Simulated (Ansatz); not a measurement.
# CoCl2 (CdI2 type): one cell under locks on the spin (series 3), part 2 of 2

What does it cost to force the spins of CoCl2 (CdI2 type) into other sizes and orders? Cell and atoms stay fixed. This structure was made by substitution into a known type, so it needn't be the compound's stable form.

Ansatz 0.2.0; DFT LDA+U (U_eff = 5 eV on Co d), plane waves, PAW.

## (3) Total moment locked at zero, no site moments, 0.00 μB per cell

input.yaml

```yaml
crystal:
  lattice:
    - [3.64235359, 0.0, 0.0]
    - [-1.8211768, 3.15437074, 0.0]
    - [0.0, 0.0, 5.8758723]
  atoms:
    - { symbol: Co, position: [0.0, 0.0, 0.0] }
    - { symbol: Cl, position: [0.3333333333, 0.6666666667, 0.252] }
    - { symbol: Cl, position: [0.6666666667, 0.3333333333, 0.748] }
basis:
  ecutwfc: 420
  ecutrho_ratio: 4
kpoints:
  mp_grid: { grid: [6, 6, 3] }
hamiltonian:
  xc: lda
  hubbard: { sites: [{ site: 0, l: d, u_eff: 5.0 }] }
scf:
  occupations: { method: gaussian, width: 0.05 }
  lower_state_search: "off"
  max_iter: 150
output:
  forces: true
  stress: true
  eigenvalues: true
  populations: true
  hubbard: { sites: [{ site: 0, l: d }] }
magnetization:
  spin_polarized: true
  initial_magnetization: 0.0
  spin_locking: { lock_magnetization: hard }
```

The lock stays on to the end, so the result is a constrained state.

The run is started by

```console
$ ansatz run input.yaml --threads 2 --pin off --max-ram 3072MiB --backend cpu --events-out ev --progress --plain --runs-dir out
```

Output:

```text
Warning: output.stress: scf.convergence.dr2_threshold = 1e-7 eV (the SCF's general default) is looser than the 3e-10 eV advised for a printed stress (1e-10 eV for each atom of the cell: 3). What an SCF threshold leaves in a stress goes as its square root, and in the free energy as the threshold itself, and one threshold admits the most on a small cell: of the crystals measured, under no hybrid functional and no lock of the moments, on runs that ended without the residual-converged pass, on stresses that held no estimate of that error, the worst erred by over 100 MPa in a component at 1e-7 eV an atom and by under 5 at 1e-10. Set scf.convergence.dr2_threshold to 3e-10 eV or tighter. The threshold is an SCF's pass mark: one that does not reach it within its budget of iterations ends unconverged, or closes short of it on a stop that the run arms, and scf.convergence.dr2_threshold's page says what that costs each kind of run
Warning: RAYON_NUM_THREADS=2 ignored (pool sized by the plan → 2); use --threads N
Co: projections on atomic orbitals take those of the free atom [Ne] 3s2 3p6 3d7 4s2, of charge +0.00 (hamiltonian.pseudopotentials.projection_atoms); the dataset's partial waves leave at most 1.4e-6 of an orbital's norm unspanned inside its sphere
Cl: projections on atomic orbitals take those of the free atom [Ne] 3s2 3p5, of charge +0.00 (hamiltonian.pseudopotentials.projection_atoms); the dataset's partial waves leave at most 2.1e-7 of an orbital's norm unspanned inside its sphere
Engine: ansatz 0.2.0, aarch64-unknown-linux-gnu
Pseudopotentials: kind: paw
Pseudopotential: Co, paw, valence charge 17, recommended cutoff 420 eV (normal), Co.paw.azcp
Pseudopotential: Cl, paw, valence charge 7, recommended cutoff 420 eV (normal), Cl.paw.azcp
Functional definition: SPW92
  exchange = slater_x
  correlation = pw_c
Crystal: 3 atoms, lattice volume = 67.510 Å³
Basis set: ecut = 420 eV, 1315 PW (Γ)
Bands: 20, of which v1, the nominal top of the filled ones, is band 16 counted from 1 (15 counted from 0)
Symmetry: 12 space group operations
Space group: P-3m1 (ITA 164), of the structure as read, at distance tolerance 4.1e-5 Å
k-points: 17 of 108
Non-local potential: Co, projectors of the file, l = 0: 3, l = 1: 2, l = 2: 3, l = 3: 1
Non-local potential: Cl, projectors of the file, l = 0: 2, l = 1: 2, l = 2: 2
PAW form: soft (Blöchl's): semilocal exchange-correlation on the pseudo side does not see the compensation charge
PAW frozen core: Co, regenerated for the run's functional, and the local potential with it (the file was generated under x = pbe(κ = 0.804, μ = 0.2195149727645171), c = pbe(β = 0.06672455060314922))
PAW frozen core: Cl, regenerated for the run's functional, and the local potential with it (the file was generated under x = pbe(κ = 0.804, μ = 0.2195149727645171), c = pbe(β = 0.06672455060314922))
PAW one-centre angular grid: Co, 590 points (default); XC on 64 Gauss nodes
PAW one-centre angular grid: Cl, 110 points (default); XC on 64 Gauss nodes
Initial density: superposition of atomic densities (chi_scale 0.1, normalization cell, long waves kept (reshape's long-wave potential 0.27 eV rms))
Initial wavefunctions: pseudopotential atomic-orbital guess
Functional: x = slater, c = lda
SCF iter   1: F=—  HF=-7166.093536 eV  |F-HF|=—  |Δ(HF+E_count)|=         —  Δρ=2.14e-1 (↑2.14e-1 ↓2.14e-1)  dr2=1.32e2  dr2_m=0.00e0  M=0.000 μB ∫|m|=0.000 μB  β_m=0.30  ethr=3.10e-3  ⟨swp⟩=5.3  Hψ=1547  notcnv=0
preconditioner: auto → Resta (q_TF=auto, 2.396 Å⁻¹)  ε∞=5.0  [insulator: Δε(μ)=0.051 eV  Ē_g=10.813 eV  σ=0.050 eV  W_gap=0.53  n_scr=22 (ndim 8)  ℏωp=21.7 eV  f_vac=0.049  D(μ)=3.78/eV (n_scr^D=34)  ε∞_Penn≈5.0]
spin=Collinear: Resta preconditioning applied to the charge; magnetization (m = ρ↑ − ρ↓) channel mixes plain (no charge-response kernel on spin).
SCF iter   2: F=—  HF=-7149.451899 eV  |F-HF|=—  |Δ(HF+E_count)|=    1.66e1  Δρ=1.07e-1 (↑1.07e-1 ↓1.07e-1)  dr2=1.29e1  dr2_m=0.00e0  M=0.000 μB ∫|m|=0.000 μB  β_m=0.26  ethr=3.10e-3  ⟨swp⟩=4.1  Hψ=1016  notcnv=0  defer=6
preconditioner: auto → Kerker (q_TF=auto, 2.396 Å⁻¹)  [metal: Δε(μ)=0.007 eV  Ē_g=9.059 eV  σ=0.050 eV  W_gap=0.07  n_scr=22 (ndim 8)  ℏωp=21.7 eV  f_vac=0.029  D(μ)=12.70/eV (n_scr^D=232)]
spin=Collinear: Kerker preconditioning applied to the charge; magnetization (m = ρ↑ − ρ↓) channel mixes plain (no charge-response kernel on spin).
SCF iter   3: F=—  HF=-7147.598055 eV  |F-HF|=—  |Δ(HF+E_count)|=    1.85e0  Δρ=2.71e-2 (↑2.71e-2 ↓2.71e-2)  dr2=2.20e0  dr2_m=0.00e0  M=0.000 μB ∫|m|=0.000 μB  β_m=0.59  ethr=3.10e-3  ⟨swp⟩=3.4  Hψ=881  notcnv=0
SCF iter   4: F=—  HF=-7148.275930 eV  |F-HF|=—  |Δ(HF+E_count)|=   6.78e-1  Δρ=2.95e-2 (↑2.95e-2 ↓2.95e-2)  dr2=2.42e0  dr2_m=0.00e0  M=0.000 μB ∫|m|=0.000 μB  β_m=0.76  ethr=3.10e-3  ⟨swp⟩=3.0  Hψ=854  notcnv=0  defer=1
SCF iter   5: F=—  HF=-7148.260557 eV  |F-HF|=—  |Δ(HF+E_count)|=   1.54e-2  Δρ=2.84e-2 (↑2.84e-2 ↓2.84e-2)  dr2=1.59e0  dr2_m=0.00e0  M=0.000 μB ∫|m|=0.000 μB  β_m=0.84  ethr=3.10e-3  ⟨swp⟩=2.8  Hψ=686  notcnv=0  defer=1
SCF iter   6: F=—  HF=-7148.039697 eV  |F-HF|=—  |Δ(HF+E_count)|=   2.21e-1  Δρ=2.54e-3 (↑2.54e-3 ↓2.54e-3)  dr2=2.14e-2  dr2_m=0.00e0  M=0.000 μB ∫|m|=0.000 μB  β_m=0.92  ethr=3.10e-3  ⟨swp⟩=2.3  Hψ=553  notcnv=0
SCF iter   7: F=—  HF=-7148.038193 eV  |F-HF|=—  |Δ(HF+E_count)|=   1.50e-3  Δρ=3.04e-3 (↑3.04e-3 ↓3.04e-3)  dr2=3.13e-2  dr2_m=0.00e0  M=0.000 μB ∫|m|=0.000 μB  β_m=0.92  ethr=6.90e-5  ⟨swp⟩=2.0  Hψ=767  notcnv=0
SCF iter   8: F=—  HF=-7148.034640 eV  |F-HF|=—  |Δ(HF+E_count)|=   3.55e-3  Δρ=4.10e-4 (↑4.10e-4 ↓4.10e-4)  dr2=4.97e-4  dr2_m=0.00e0  M=0.000 μB ∫|m|=0.000 μB  β_m=0.96  ethr=6.90e-5  ⟨swp⟩=2.4  Hψ=442  notcnv=0
SCF iter   9: F=—  HF=-7148.034768 eV  |F-HF|=—  |Δ(HF+E_count)|=   1.28e-4  Δρ=4.99e-4 (↑4.99e-4 ↓4.99e-4)  dr2=6.23e-4  dr2_m=0.00e0  M=0.000 μB ∫|m|=0.000 μB  β_m=0.98  ethr=1.60e-6  ⟨swp⟩=2.0  Hψ=502  notcnv=0
SCF iter  10: F=—  HF=-7148.034716 eV  |F-HF|=—  |Δ(HF+E_count)|=   5.19e-5  Δρ=1.05e-4 (↑1.05e-4 ↓1.05e-4)  dr2=3.03e-5  dr2_m=0.00e0  M=0.000 μB ∫|m|=0.000 μB  β_m=0.99  ethr=1.60e-6  ⟨swp⟩=1.1  Hψ=341  notcnv=0
SCF iter  11: F=—  HF=-7148.034703 eV  |F-HF|=—  |Δ(HF+E_count)|=   1.22e-5  Δρ=8.05e-6 (↑8.05e-6 ↓8.05e-6)  dr2=3.41e-7  dr2_m=0.00e0  M=0.000 μB ∫|m|=0.000 μB  β_m=0.99  ethr=9.77e-8  ⟨swp⟩=1.9  Hψ=388  notcnv=0
SCF iter  12: F=-7148.034704 eV  HF=-7148.034704 eV  |F-HF|=1.62e-8  |Δ(HF+E_count)|=   2.58e-7  Δρ=5.37e-6 (↑5.37e-6 ↓5.37e-6)  dr2=9.04e-8  dr2_m=0.00e0  M=0.000 μB ∫|m|=0.000 μB  ethr=3.23e-10  ⟨swp⟩=5.5  Hψ=1608  notcnv=0
SCF 1 converged in 12 iterations: F = -7148.034704 eV  dr2 = 9.04e-8
SCF converged after 12 iterations
Stability checked in part: among states of this total moment the steps that led to this state did not find it unstable. No probe was made; neither looks for a lower state of another moment (fixed_total_moment; see scf.lower_state_search)
Magnetization: 0.0000 μB (15.5000 up, 15.5000 down)
Absolute magnetization: 0.0000 μB (∫|ρ↑−ρ↓|)
Spin contamination: 0.0000 ħ² per cell (⟨S²⟩ above its minimum at these occupations)
Per-site moments (μB) at R_I (Å): [(0.0, 1.060917421658505), (0.0, 1.060917421658505), (0.0, 1.060917421658505)]
Free energy (F): -7148.034704 eV
Harris-Foulkes:  -7148.034704 eV  (|F-HF|=1.62e-8)
Internal energy: -7148.021911 eV  (E = F + TS)
E sigma→0 (E₀):  -7148.028308 eV
Entropy (-TS):   -0.012792 eV (-4.264 meV/atom)
Fermi energy:    4.710635 (↑ 4.710635, ↓ 4.710635) eV
--- Per-component energies (eV) ---
  E_band       = -512.410458
  E_kinetic    = 759.476080
  E_local      = -5295.131500  (includes V_loc(G=0)·N_el)
  E_nonlocal   = 531.676098
  E_hartree    = 2216.426375
  E_xc         = -361.050789
  E_vxc        = -436.512248  (∫ρ·V_xc dr)
  E_hubbard    = 2.539455  (on-site DFT+U / exact-exchange correction)
  E_vhub       = -14.118344  (the Hubbard potential's part of the band-sum identity)
  E_paw        = -2706.268400  (= ΣΔE_a)
  E_vpaw       = -490.635089  (= ΣTr[D̂ρ^β])
  E_aug_tail   = 0.000220  (compensation charges beyond the density's cutoff)
  E_ewald      = -2296.488685
  E_core_change = 0.799234  (= ΣΔE_core)
  E_smearing   = -0.012792  (= −TS)
  E_closure    = 0.000000  (closes the sum)
  Σ components = -7148.034704   (vs F -7148.034704, Δ=0.00e0)
--- Forces (eV/Å), atoms counted from 1 ---
  atom   1  Co     0.00000000     0.00000000     0.00000000
  atom   2  Cl     0.00000000     0.00000000    -1.99999566
  atom   3  Cl    -0.00000000    -0.00000000     1.99999566
  max |Σ_I F_I| component: 1.85e-17 eV/Å
--- Stress (GPa, compression-positive) ---
      -14.878170       0.000000      -0.000000
        0.000000     -14.878170       0.000000
       -0.000000       0.000000     -15.355067
  P = ⅓ Tr σ = -15.0371 GPa (-150.371 kbar)
--- Band table (eV; the first three rows and the last of 34) ---
  k-point 0 ↑: bands = ["-89.1288", "-52.8582", "-52.8422", "-52.8422", "-11.1015", "-10.3889", "-1.0342", "0.9061", "0.9061", "1.7061", "1.8106", "1.8106", "2.4125", "2.4125", "2.5216", "4.8140", "4.8140", "7.3937", "9.7738", "13.2126"]
  k-point 1 ↑: bands = ["-89.1288", "-52.8582", "-52.8422", "-52.8422", "-10.9633", "-10.5596", "-0.5503", "0.9328", "0.9328", "1.4066", "1.8295", "1.8295", "1.9790", "2.3217", "2.3217", "4.8803", "4.8803", "8.3165", "9.7602", "13.0492"]
  k-point 2 ↑: bands = ["-89.1288", "-52.8581", "-52.8428", "-52.8424", "-10.9632", "-10.3386", "-0.7720", "0.5711", "0.9909", "1.2382", "1.6004", "1.6574", "2.0951", "2.3586", "2.3688", "4.7610", "4.8298", "8.3115", "10.7005", "12.0042"]
  k-point 16 ↓: bands = ["-89.1288", "-52.8578", "-52.8439", "-52.8439", "-10.2865", "-10.2865", "-0.2005", "-0.2005", "-0.1944", "0.7663", "1.3541", "1.3541", "1.5982", "1.9644", "1.9644", "4.8480", "4.8480", "9.5641", "11.4104", "11.4104"]
Occupation matrices written to <dir>
--- Löwdin populations: 3 sites ---
  site symbol       q [e]    m [muB]
     0     Co     16.2207     0.0000
     1     Cl      7.3152     0.0000
     2     Cl      7.3152     0.0000
  spilling = 0.004802 (of n_electrons = 31.000000)
--- Occupation matrices: 1 shell (run DFT+U table (all-electron-ortho-atomic); ε = 4.42e-3) ---
  Co0 d_3D: site group D3d (-3m)
  Co0 d_3D up     Tr n = 3.8395  λ = 0.429 0.429 0.994 0.994 0.994  [2× xz 0.34 (Eg 1.00) Eg(1.00) | 3× z2 0.33 (T2g 1.00) Eg(0.67)]
  Co0 d_3D dn     Tr n = 3.8395  λ = 0.429 0.429 0.994 0.994 0.994  [2× xz 0.34 (Eg 1.00) Eg(1.00) | 3× z2 0.33 (T2g 1.00) Eg(0.67)]
  Tr n, λ and their labels are of the run-group-symmetrised matrices; stabiliser: 24 of 24 elements of G0×{1,Θ} (closed), max defect 2.7e-15 at τ = 9.4e-4
```

Wall time 2.9 s (2 threads of Arm Neoverse N1, shared host); peak memory 0.34 GiB.

Result: no gap, pressure -15.0 GPa, no moment over 0.05 μB in any sphere, largest force component 2.00 eV/Å, 12 symmetry operations imposed.

How the shells are filled (orbitals counted by the eigenvalues of the occupation matrices):

```tsv
shell	channel	electrons	over 0.8	0.2 to 0.8	under 0.2
Co 3d (atom 1)	up	3.84	3	2	0
Co 3d (atom 1)	down	3.84	3	2	0
```

## (4) Total moment held at first, then free, 1.50 μB per cell

Changes to input.yaml since step 3:

```diff
@@ -6,3 +6,3 @@
   atoms:
-    - { symbol: Co, position: [0.0, 0.0, 0.0] }
+    - { symbol: Co, position: [0.0, 0.0, 0.0], spin: 1.5 }
     - { symbol: Cl, position: [0.3333333333, 0.6666666667, 0.252] }
@@ -29,3 +29,3 @@
   spin_polarized: true
-  initial_magnetization: 0.0
-  spin_locking: { lock_magnetization: hard }
+  initial_magnetization: 1.5
+  spin_locking: { lock_magnetization: soft, n_iters: 12 }
```

The lock is temporary (n_iters 12) and is released on the way.

The run is started by

```console
$ ansatz run input.yaml --threads 2 --pin off --max-ram 3072MiB --backend cpu --events-out ev --progress --plain --runs-dir out
```

Output, shortened:

```text
Warning: output.stress: scf.convergence.dr2_threshold = 1e-7 eV (the SCF's general default) is looser than the 3e-10 eV advised for a printed stress (1e-10 eV for each atom of the cell: 3). What an SCF threshold leaves in a stress goes as its square root, and in the free energy as the [...]
Warning: RAYON_NUM_THREADS=2 ignored (pool sized by the plan → 2); use --threads N
Co: projections on atomic orbitals take those of the free atom [Ne] 3s2 3p6 3d7 4s2, of charge +0.00 (hamiltonian.pseudopotentials.projection_atoms); the dataset's partial waves leave at most 1.4e-6 of an orbital's norm unspanned inside its sphere
Cl: projections on atomic orbitals take those of the free atom [Ne] 3s2 3p5, of charge +0.00 (hamiltonian.pseudopotentials.projection_atoms); the dataset's partial waves leave at most 2.1e-7 of an orbital's norm unspanned inside its sphere
[...]
[... 2 set-up lines as earlier in the session ...]
[...]
  atom   2  Cl     0.00000000     0.00000000    -1.42886496
  atom   3  Cl    -0.00000000    -0.00000000     1.42886496
[...]
--- Stress (GPa, compression-positive) ---
       -8.616945       0.000000       0.000000
       -0.000000      -8.616945      -0.000000
        0.000000      -0.000000     -10.351226
  P = ⅓ Tr σ = -9.1950 GPa (-91.950 kbar)
--- Band table (eV; the first three rows and the last of 34) ---
[... band rows left out ...]
[...]
Occupation matrices written to <dir>
--- Löwdin populations: 3 sites ---
  site symbol       q [e]    m [muB]
     0     Co     15.8868     2.7145
     1     Cl      7.4698     0.1400
     2     Cl      7.4698     0.1400
  spilling = 0.005601 (of n_electrons = 31.000000)
--- Occupation matrices: 1 shell (run DFT+U table (all-electron-ortho-atomic); ε = 5.43e-3) ---
  Co0 d_3D: site group D3d (-3m)
  Co0 d_3D up     Tr n = 4.9938  λ = 0.998 0.998 0.999 0.999 0.999  [5× z2 0.20 (T2g 0.60) Eg(0.80)]
  Co0 d_3D dn     Tr n = 2.2880  λ = 0.025 0.136 0.136 0.995 0.995  [z2 1.00 (T2g 1.00) A1g(1.00) | 2× x2-y2 0.27 (Eg 0.95) Eg(1.00) | 2× xz 0.27 (T2g 0.95) Eg(1.00)]
  Tr n, λ and their labels are of the run-group-symmetrised matrices; stabiliser: 12 of 24 elements of G0×{1,Θ} (closed), max defect 3.0e-15 at τ = 1.2e-3
```

Run time: 7.5 s. Hardware: 2 threads of Arm Neoverse N1, shared host; peak memory 0.34 GiB.

Result: a gap on the mesh of 2.71 eV, pressure -9.2 GPa, moments in spheres Co 2.69; Cl 0.10 μB, largest force component 1.43 eV/Å, 12 symmetry operations imposed.

The shells' filling, with natural orbitals sorted by occupation:

```tsv
shell	channel	electrons	over 0.8	0.2 to 0.8	under 0.2
Co 3d (atom 1)	up	4.99	5	0	0
Co 3d (atom 1)	down	2.29	2	0	3
```

## (5) Results

This closing draws on all 2 parts.

Energies count from the lowest free state and have the smearing extrapolated to zero; for held moments they are taken at the target, with the constraint's term.

| start | energy (meV/atom) | gap (eV) | pressure (GPa) | largest moment (μB) | SCF cycles | time |
| --- | --- | --- | --- | --- | --- | --- |
| ferromagnetic start, free, natural orbitals of the symmetric run filled by rank (earlier series) | 0.0 | 2.71 | -9.2 | 2.69 | 21 | 9 s |
| total moment held at first, then free, 1.50 μB per cell | 0.0 | 2.71 | -9.2 | 2.69 | 26 | 7.5 s |
| site moments held (series factor 0.3; the input gives the size) [held] | 609.5 | metal | -14.6 | 0.81 | 54 | 13 s |
| total moment locked at zero, no site moments, 0.00 μB per cell [held] | 837.2 | metal | -15.0 | 0.00 | 12 | 2.9 s |

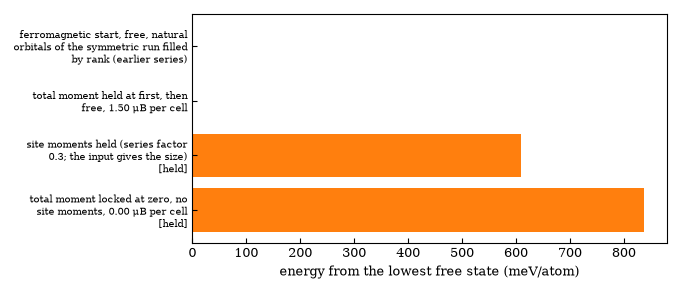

Energy of each end state; held states orange.

The 2 free runs end within about 1 meV/atom of each other. Only the magnetic starts listed were tried; the real order may differ or need a larger cell, so the ranking holds for this cell alone. The cheapest of the held states, «site moments held (series factor 0.3; the input gives the size)», lies +610 meV/atom from the lowest free state; part of that can come from another filling of the orbitals. Forces are 1.4 eV/Å or more in the runs compared: the fixed geometry is far from relaxed. The lowest state found need not be the ground state, and the geometry wasn't relaxed for any of them.
